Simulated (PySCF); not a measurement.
## CH9Cl2NSi3: geometry relaxation (part 2 of 2)

The same run, continued: CH9Cl2NSi3, SMILES [SiH3]C[Si](Cl)(Cl)N[SiH3]; PBE0-D3(BJ)/def2-SVP geometry optimisation, gas phase (PySCF 2.14.0). 

Geometry of the input (Å):
```
Si -0.0445  1.3157  0.3510
N  -1.4815  0.4453  -0.0837
Si -2.1764  -0.9470  0.6976
C  1.5052  0.2423  0.3783
Si 1.8560  -0.6786  -1.2567
Cl 0.1140  2.8099  -1.0426
Cl -0.3122  2.2003  2.1684
H  -2.0332  0.8654  -0.8057
H  -3.2331  -1.3686  -0.1658
H  -1.0944  -1.9440  0.8346
H  -2.6698  -0.5899  2.0426
H  1.3566  -0.4952  1.1826
H  2.3093  0.8527  0.6501
H  2.1319  0.2997  -2.2959
H  3.0364  -1.5188  -1.0125
H  0.7243  -1.5004  -1.6203
```

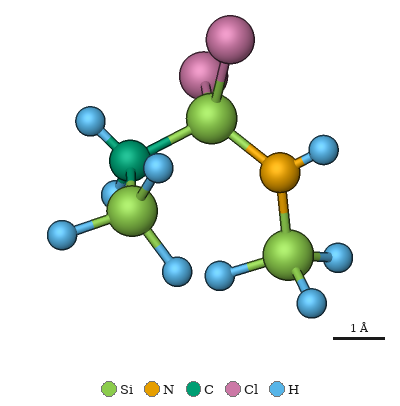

*The geometry at step 14 of the log (ball-and-stick view, seen at a tilt).*

Trajectory as extended XYZ, continued
```
16
Properties=species:S:1:pos:R:3:forces:R:3 step=10 energy=-51318.50743
Si   -0.0489    1.3982    0.4106    0.0041   0.0205   0.0718
N    -1.4731    0.5577   -0.0466    0.0076  -0.0226  -0.0250
Si   -2.0287   -1.0288    0.4399   -0.0089   0.0264   0.0217
C     1.4441    0.3063    0.4633    0.0285   0.0060  -0.0479
Si    1.7323   -0.7057   -1.1057   -0.0212  -0.0077   0.0055
Cl    0.2223    2.9053   -0.9756   -0.0025   0.0009   0.0004
Cl   -0.2615    2.3271    2.2543   -0.0038  -0.0234  -0.0330
H    -2.1503    1.1323   -0.5438   -0.0062   0.0018  -0.0080
H    -2.3447   -1.8768   -0.7479    0.0055   0.0008  -0.0020
H    -0.9295   -1.6547    1.2294    0.0047   0.0011  -0.0008
H    -3.2555   -0.9394    1.2886   -0.0024  -0.0089  -0.0023
H     1.3676   -0.3744    1.3279   -0.0088   0.0027   0.0086
H     2.3196    0.9527    0.6446   -0.0046   0.0000   0.0062
H     1.6892    0.1774   -2.3076    0.0024   0.0015   0.0009
H     3.0643   -1.3796   -1.0408    0.0014  -0.0006   0.0038
H     0.6751   -1.7541   -1.2386    0.0042   0.0014   0.0001
16
Properties=species:S:1:pos:R:3:forces:R:3 step=11 energy=-51318.50821
Si   -0.0488    1.3980    0.4122   -0.0070   0.0003   0.0498
N    -1.4689    0.5563   -0.0559   -0.0035  -0.0279  -0.0134
Si   -2.0217   -1.0271    0.4433   -0.0048   0.0190  -0.0126
C     1.4461    0.3072    0.4596   -0.0204   0.0281  -0.0060
Si    1.7266   -0.7055   -1.1092   -0.0029  -0.0015   0.0011
Cl    0.2177    2.9164   -0.9599    0.0081   0.0230  -0.0207
Cl   -0.2721    2.3077    2.2627    0.0024  -0.0124  -0.0103
H    -2.1454    1.1261   -0.5598    0.0066   0.0031  -0.0041
H    -2.3083   -1.8925   -0.7395   -0.0066  -0.0032   0.0054
H    -0.9280   -1.6339    1.2548    0.0018  -0.0019   0.0106
H    -3.2631   -0.9364    1.2701    0.0008  -0.0092   0.0011
H     1.3618   -0.3721    1.3247    0.0122  -0.0047   0.0022
H     2.3199    0.9539    0.6467    0.0072  -0.0118  -0.0058
H     1.6862    0.1795   -2.3100    0.0024  -0.0013  -0.0006
H     3.0556   -1.3857   -1.0458    0.0006  -0.0011  -0.0007
H     0.6644   -1.7486   -1.2416    0.0033   0.0016   0.0039
16
Properties=species:S:1:pos:R:3:forces:R:3 step=12 energy=-51318.50863
Si   -0.0493    1.3968    0.4121   -0.0104  -0.0158   0.0152
N    -1.4646    0.5502   -0.0645   -0.0026  -0.0166  -0.0089
Si   -2.0255   -1.0263    0.4470    0.0083   0.0072  -0.0109
C     1.4492    0.3108    0.4576   -0.0319   0.0241   0.0177
Si    1.7298   -0.7029   -1.1101    0.0042   0.0006  -0.0012
Cl    0.2144    2.9212   -0.9544    0.0048   0.0176  -0.0149
Cl   -0.2825    2.2957    2.2652    0.0025  -0.0031   0.0057
H    -2.1364    1.1162   -0.5788    0.0074   0.0060  -0.0047
H    -2.3147   -1.8994   -0.7297   -0.0062  -0.0006   0.0043
H    -0.9346   -1.6321    1.2636   -0.0006   0.0017   0.0076
H    -3.2668   -0.9271    1.2726   -0.0010  -0.0039   0.0022
H     1.3639   -0.3692    1.3224    0.0156  -0.0044  -0.0023
H     2.3222    0.9577    0.6474    0.0091  -0.0096  -0.0103
H     1.6946    0.1817   -2.3114    0.0007  -0.0020  -0.0009
H     3.0569   -1.3865   -1.0434    0.0001   0.0000  -0.0018
H     0.6657   -1.7434   -1.2435    0.0000  -0.0012   0.0032
16
Properties=species:S:1:pos:R:3:forces:R:3 step=13 energy=-51318.50927
Si   -0.0510    1.3941    0.4146   -0.0049  -0.0187  -0.0335
N    -1.4567    0.5404   -0.0804   -0.0028   0.0073  -0.0025
Si   -2.0287   -1.0253    0.4503    0.0097  -0.0122   0.0028
C     1.4546    0.3180    0.4549   -0.0257   0.0043   0.0378
Si    1.7308   -0.6987   -1.1112    0.0064   0.0006  -0.0037
Cl    0.2085    2.9322   -0.9394   -0.0011   0.0011   0.0025
Cl   -0.3004    2.2705    2.2748   -0.0010   0.0073   0.0203
H    -2.1191    1.1012   -0.6122    0.0070   0.0034  -0.0048
H    -2.3077   -1.9179   -0.7139   -0.0017   0.0025  -0.0001
H    -0.9485   -1.6192    1.2904   -0.0008   0.0031   0.0001
H    -3.2788   -0.9133    1.2612   -0.0004   0.0047   0.0013
H     1.3746   -0.3638    1.3193    0.0118  -0.0002  -0.0043
H     2.3271    0.9656    0.6431    0.0069  -0.0003  -0.0139
H     1.6930    0.1822   -2.3152   -0.0024  -0.0017  -0.0012
H     3.0579   -1.3827   -1.0467    0.0005   0.0023  -0.0013
H     0.6666   -1.7397   -1.2374   -0.0016  -0.0037   0.0006
16
Properties=species:S:1:pos:R:3:forces:R:3 step=14 energy=-51318.50963
Si   -0.0531    1.3914    0.4151    0.0022  -0.0078  -0.0432
N    -1.4519    0.5336   -0.0928    0.0008   0.0150   0.0022
Si   -2.0310   -1.0244    0.4523    0.0010  -0.0148   0.0093
C     1.4577    0.3229    0.4546   -0.0102  -0.0118   0.0318
Si    1.7319   -0.6969   -1.1102    0.0028   0.0002  -0.0029
Cl    0.2040    2.9383   -0.9302   -0.0024  -0.0075   0.0107
Cl   -0.3142    2.2538    2.2801   -0.0036   0.0083   0.0183
H    -2.1069    1.0908   -0.6374    0.0040  -0.0010  -0.0038
H    -2.3092   -1.9280   -0.7034    0.0013   0.0020  -0.0025
H    -0.9556   -1.6118    1.3032   -0.0001   0.0038  -0.0039
H    -3.2835   -0.9010    1.2579    0.0006   0.0047   0.0006
H     1.3849   -0.3591    1.3194    0.0047   0.0050  -0.0024
H     2.3295    0.9728    0.6381    0.0024   0.0052  -0.0126
H     1.6877    0.1799   -2.3170   -0.0040  -0.0008  -0.0007
H     3.0613   -1.3769   -1.0484    0.0011   0.0033  -0.0003
H     0.6705   -1.7418   -1.2290   -0.0005  -0.0039  -0.0006
16
Properties=species:S:1:pos:R:3:forces:R:3 step=15 energy=-51318.51008
Si   -0.0548    1.3883    0.4167    0.0080   0.0077  -0.0290
N    -1.4461    0.5269   -0.1050   -0.0003   0.0174   0.0057
Si   -2.0325   -1.0242    0.4522   -0.0043  -0.0089   0.0106
C     1.4627    0.3297    0.4546    0.0109  -0.0252   0.0103
Si    1.7295   -0.6972   -1.1074   -0.0029  -0.0011  -0.0003
Cl    0.1986    2.9457   -0.9176   -0.0016  -0.0114   0.0129
Cl   -0.3280    2.2350    2.2879   -0.0058   0.0039   0.0061
H    -2.0927    1.0810   -0.6625   -0.0011  -0.0062  -0.0040
H    -2.3007   -1.9405   -0.6958    0.0028   0.0005  -0.0027
H    -0.9648   -1.6005    1.3203    0.0015   0.0000  -0.0048
H    -3.2923   -0.8907    1.2448    0.0019   0.0037   0.0000
H     1.4041   -0.3494    1.3226   -0.0054   0.0102   0.0030
H     2.3329    0.9854    0.6249   -0.0027   0.0080  -0.0072
H     1.6635    0.1711   -2.3194   -0.0046   0.0003   0.0001
H     3.0660   -1.3640   -1.0564    0.0018   0.0036   0.0000
H     0.6770   -1.7531   -1.2077    0.0018  -0.0024  -0.0006
16
Properties=species:S:1:pos:R:3:forces:R:3 step=16 energy=-51318.51045
Si   -0.0567    1.3861    0.4156    0.0084   0.0181  -0.0038
N    -1.4414    0.5210   -0.1172    0.0013   0.0101   0.0081
Si   -2.0333   -1.0236    0.4526   -0.0073   0.0006   0.0033
C     1.4669    0.3364    0.4554    0.0217  -0.0265  -0.0123
Si    1.7273   -0.6998   -1.1020   -0.0057  -0.0013   0.0026
Cl    0.1944    2.9506   -0.9101    0.0010  -0.0077   0.0072
Cl   -0.3430    2.2216    2.2909   -0.0050  -0.0019  -0.0072
H    -2.0804    1.0706   -0.6877   -0.0045  -0.0091  -0.0021
H    -2.3032   -1.9468   -0.6894    0.0021  -0.0015  -0.0008
H    -0.9668   -1.5951    1.3252    0.0014  -0.0012  -0.0026
H    -3.2929   -0.8799    1.2437    0.0016  -0.0003   0.0007
H     1.4216   -0.3363    1.3289   -0.0111   0.0121   0.0070
H     2.3343    0.9996    0.6106   -0.0046   0.0061  -0.0004
H     1.6375    0.1585   -2.3196   -0.0040   0.0007   0.0006
H     3.0719   -1.3507   -1.0616    0.0018   0.0030  -0.0007
H     0.6860   -1.7685   -1.1831    0.0031  -0.0012   0.0004
16
Properties=species:S:1:pos:R:3:forces:R:3 step=17 energy=-51318.51073
Si   -0.0569    1.3861    0.4147    0.0038   0.0169   0.0204
N    -1.4371    0.5178   -0.1242   -0.0014   0.0019   0.0058
Si   -2.0315   -1.0241    0.4513   -0.0013   0.0073  -0.0041
C     1.4716    0.3434    0.4556    0.0202  -0.0150  -0.0264
Si    1.7211   -0.7051   -1.0956   -0.0051  -0.0012   0.0040
Cl    0.1921    2.9549   -0.9054    0.0021  -0.0007  -0.0020
Cl   -0.3531    2.2147    2.2923   -0.0020  -0.0059  -0.0160
H    -2.0717    1.0633   -0.7034   -0.0055  -0.0079  -0.0017
H    -2.2963   -1.9521   -0.6880    0.0000  -0.0019   0.0019
H    -0.9668   -1.5898    1.3295    0.0007  -0.0038   0.0017
H    -3.2938   -0.8769    1.2373    0.0010  -0.0013   0.0014
H     1.4399   -0.3188    1.3373   -0.0116   0.0089   0.0082
H     2.3359    1.0148    0.5920   -0.0031   0.0008   0.0061
H     1.5991    0.1408   -2.3192   -0.0022   0.0003   0.0005
H     3.0756   -1.3362   -1.0714    0.0012   0.0017  -0.0017
H     0.6940   -1.7891   -1.1507    0.0032   0.0000   0.0019
16
Properties=species:S:1:pos:R:3:forces:R:3 step=18 energy=-51318.51085
Si   -0.0571    1.3874    0.4112   -0.0008   0.0082   0.0223
N    -1.4349    0.5156   -0.1289    0.0002  -0.0046   0.0032
Si   -2.0298   -1.0239    0.4527    0.0011   0.0067  -0.0069
C     1.4740    0.3479    0.4552    0.0084   0.0001  -0.0215
Si    1.7184   -0.7096   -1.0905   -0.0019  -0.0003   0.0029
Cl    0.1914    2.9555   -0.9092    0.0016   0.0039  -0.0076
Cl   -0.3603    2.2158    2.2877    0.0013  -0.0047  -0.0131
H    -2.0680    1.0563   -0.7141   -0.0033  -0.0039   0.0001
H    -2.3023   -1.9519   -0.6849   -0.0011  -0.0015   0.0029
H    -0.9615   -1.5915    1.3254   -0.0004  -0.0013   0.0038
H    -3.2874   -0.8735    1.2455   -0.0001  -0.0019   0.0016
H     1.4469   -0.3056    1.3435   -0.0067   0.0029   0.0042
H     2.3361    1.0240    0.5818    0.0002  -0.0032   0.0077
H     1.5791    0.1283   -2.3179   -0.0011  -0.0006  -0.0002
H     3.0781   -1.3295   -1.0745    0.0006   0.0008  -0.0018
H     0.6995   -1.8017   -1.1307    0.0020  -0.0005   0.0025
```

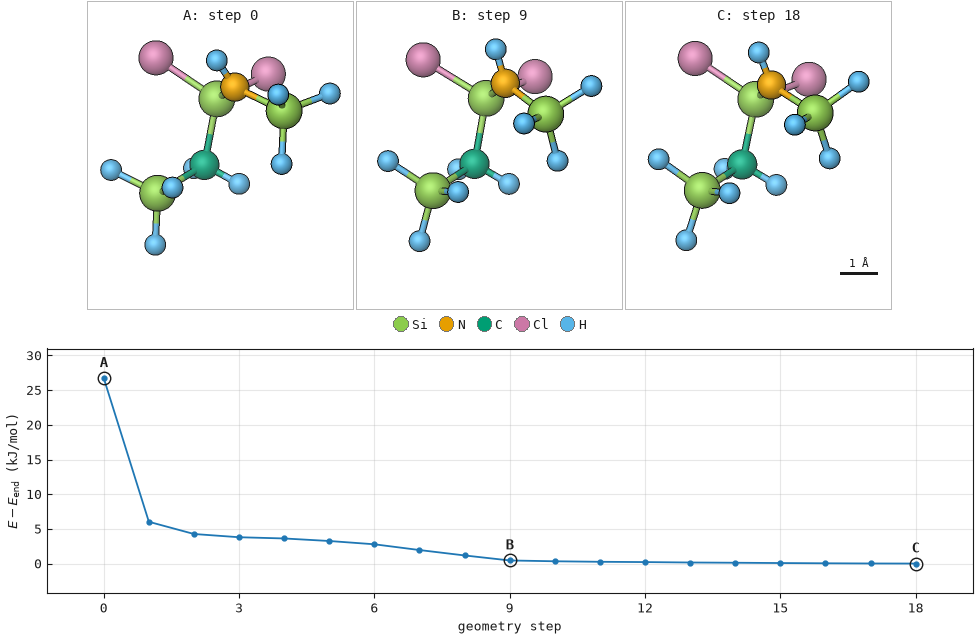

*Frames of the relaxation (ball-and-stick view, seen at a tilt) above the curves, on which the letters mark them (steps are counted from 0).*

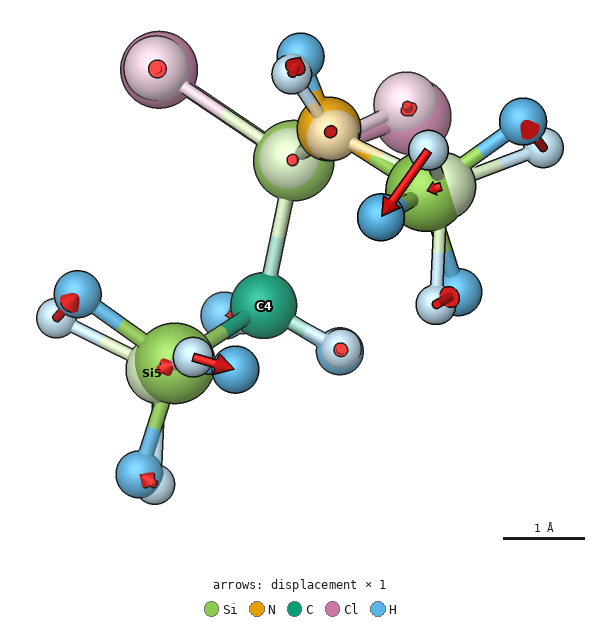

*Start (faint) and end (solid) with the displacements as red arrows, at true length (ball-and-stick view, seen at a tilt). The two geometries are laid on each other by the best rigid fit.*

H9 moves most after the best rigid fit: 1.02 Å. Largest moves by element: H 1.02 Å, Cl 0.29 Å, Si 0.26 Å, N 0.16 Å, C 0.02 Å. Among the contacts that change: Si3–H9 1.428 → 1.493 Å, C4–H13 1.045 → 1.103 Å, Si5–H14 1.454 → 1.493 Å, Si1–Cl7 2.039 → 2.073 Å. Among the angles that change: N2–Si3–H9 105.1° → 110.8°, H9–Si3–H11 112.0° → 108.3°, C4–Si5–H15 106.3° → 110.0°. After 18 geometry steps the energy has fallen by 26.7 kJ/mol. Largest force component: 2.4 eV/Å at the start, 0.022 eV/Å at the end. (Atoms are counted from 1 in the order of the input.)
